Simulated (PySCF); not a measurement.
# One shape, several levels: AlH2BrO2 (SMILES [OH][Al]([OH])[Br])

We compute a comparison of 6 runs (HF/3-21G, B3LYP/6-31G*, B2PLYP/def2-SVP, M06-2X/def2-SVP, wB97M-V/def2-SVP, wB97X/def2-SVP) of AlH2BrO2. The job is set up through a Python script.

The calculation is run with PySCF 2.14.0.

6 further runs of the same task are left out: 3 for a known fault of the program, 3 set aside as unsound or not needed.

### Step 1. The molecule

AlH2BrO2 has 6 atoms, charge 0, and is taken as a singlet. As SMILES, `[OH][Al]([OH])[Br]`. The shape is that of a PBE0-D4/def2-TZVP optimisation. This is one conformer, not always the lowest.

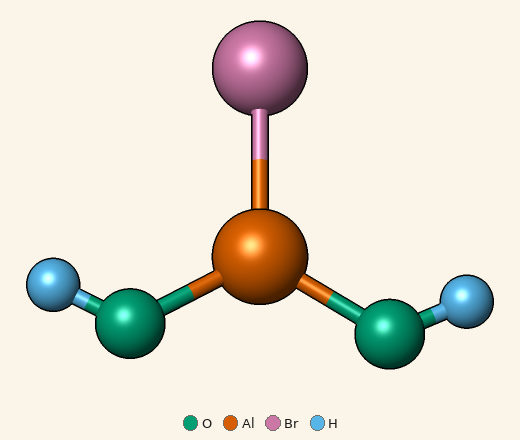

Viewed from a chosen angle; oxygen teal, aluminium orange, bromine pink, hydrogen blue.

### Step 2. The energy at HF/3-21G (run 1)

mol.xyz

```xyz
6

O     -0.080200     1.421100    -0.824900
Al    -0.029700    -0.053500    -0.021600
O      1.110100    -0.254800     1.196000
Br    -1.450800    -1.714400    -0.562000
H     -0.702100     1.604000    -1.526900
H      1.194600    -1.066400     1.693300
```

job.py

```python
from pyscf import gto

mol = gto.M(
    atom='mol.xyz',
    max_memory=1860,
    basis='3-21g',
    verbose=3,
)

mf = mol.RHF()
mf.conv_tol = 1e-10
mf.kernel()
if not mf.converged:
    mf = mf.newton().run(mf.mo_coeff, mf.mo_occ)

e_final = mf.e_tot
print('E = %.10f Eh' % e_final)
```

Run with:

```sh
$ OMP_NUM_THREADS=1 python job.py
```

What it wrote:

```text
converged SCF energy = -2950.87204282501
E = -2950.8720428250 Eh
```

Wall time 0.77 s (1 thread of Arm Neoverse V2, shared host); peak memory 0.13 GiB.

### Step 3. A single-point energy at B3LYP/6-31G(d) (spherical functions) (run 2)

calc.py

```python
# [OH][Al]([OH])[Br]
from pyscf import gto, dft

mol = gto.M(
    atom='''
O     -0.151556     2.685490    -1.558835
Al    -0.056125    -0.101100    -0.040818
O      2.097785    -0.481502     2.260112
Br    -2.741615    -3.239746    -1.062026
H     -1.326777     3.031121    -2.885423
H      2.257467    -2.015204     3.199873
''',
    max_memory=1860,
    spin=0,
    unit='bohr',
    charge=0,
    basis='6-31g*',
    verbose=3,
)

mf = dft.RKS(mol)
mf.xc = 'b3lyp'
mf.grids.level = 5
mf.conv_tol = 1e-10
mf.kernel()
if not mf.converged:
    mf = mf.newton().run(mf.mo_coeff, mf.mo_occ)

e_tot = mf.e_tot
print(f'total energy: {e_tot:.8f} hartree')
```

Run with:

```sh
$ OMP_NUM_THREADS=1 python calc.py
```

What it wrote:

```text
converged SCF energy = -2968.11906378624
total energy: -2968.11906379 hartree
```

Wall time 15 s (1 thread of Arm Neoverse V2, shared host); peak memory 0.43 GiB.

Runs 3 to 5 aren't shown in full; the table further down has their settings and results.

### Step 4. A single-point energy at wB97X/def2-SVP (run 6)

input.xyz

```xyz
6

O     -0.080200     1.421100    -0.824900
Al    -0.029700    -0.053500    -0.021600
O      1.110100    -0.254800     1.196000
Br    -1.450800    -1.714400    -0.562000
H     -0.702100     1.604000    -1.526900
H      1.194600    -1.066400     1.693300
```

input.py

```python
from pyscf import gto, dft

mol = gto.Mole()
mol.atom = 'input.xyz'
mol.basis = 'def2-svp'
mol.spin = 0
mol.verbose = 3
mol.max_memory = 1860
mol.build()

calc0 = dft.RKS(mol)
calc0.xc = 'wb97x'
calc0.grids.level = 5
calc0.conv_tol = 1e-10
calc0.kernel()
if not calc0.converged:
    calc0 = calc0.newton().run(calc0.mo_coeff, calc0.mo_occ)

e_final = calc0.e_tot
print('Final energy', e_final)
```

Run with:

```sh
$ OMP_NUM_THREADS=1 python input.py
```

What it wrote:

```text
converged SCF energy = -2967.89273253121
Final energy -2967.892732531208
```

Wall time 22 s (1 thread of Arm Neoverse V2, shared host); peak memory 0.46 GiB.

### Step 5. The series

| run | level | integration grid | frozen core orbitals | energy (Eh) | dipole moment (D) | HOMO energy (eV) | LUMO energy (eV) | wall time |
| --- | --- | --- | --- | --- | --- | --- | --- | --- |
| 1 | HF/3-21G | – | – | -2950.872043 | 1.08 | -11.56 | 2.59 | 0.77 s |
| 2 | B3LYP/6-31G* (spherical functions) | 5 | – | -2968.119064 | 0.74 | -8.26 | -0.98 | 15 s |
| 3 | B2PLYP/def2-SVP | 5 | 16 | -2967.264667 | 0.99 | -9.63 | 0.48 | 16 s |
| 4 | M06-2X/def2-SVP | 5 | – | -2967.882287 | 0.86 | -9.78 | 0.07 | 29 s |
| 5 | wB97M-V/def2-SVP | 5 | – | -2967.709765 | 0.84 | -10.72 | 1.08 | 69 s |
| 6 | wB97X/def2-SVP | 5 | – | -2967.892733 | 0.88 | -10.87 | 1.46 | 22 s |

### Step 6. Results

```
            quantity           value
 run 6: total energy  -2967.89273 Eh
run 6: dipole moment          0.88 D
  run 6: HOMO energy       -10.87 eV
  run 6: LUMO energy         1.46 eV
run 6: HOMO–LUMO gap        12.33 eV
```

What this shows: The dipole moment (its size) runs from 0.74 D (B3LYP/6-31G*) to 1.08 D (HF/3-21G). The two ends differ in method and basis. The HOMO–LUMO gap runs from 7.29 eV (B3LYP/6-31G*) to 14.15 eV (HF/3-21G). Totals of different functionals can't be ranked against each other. All runs together took 2.5 min, the longest 69 s.
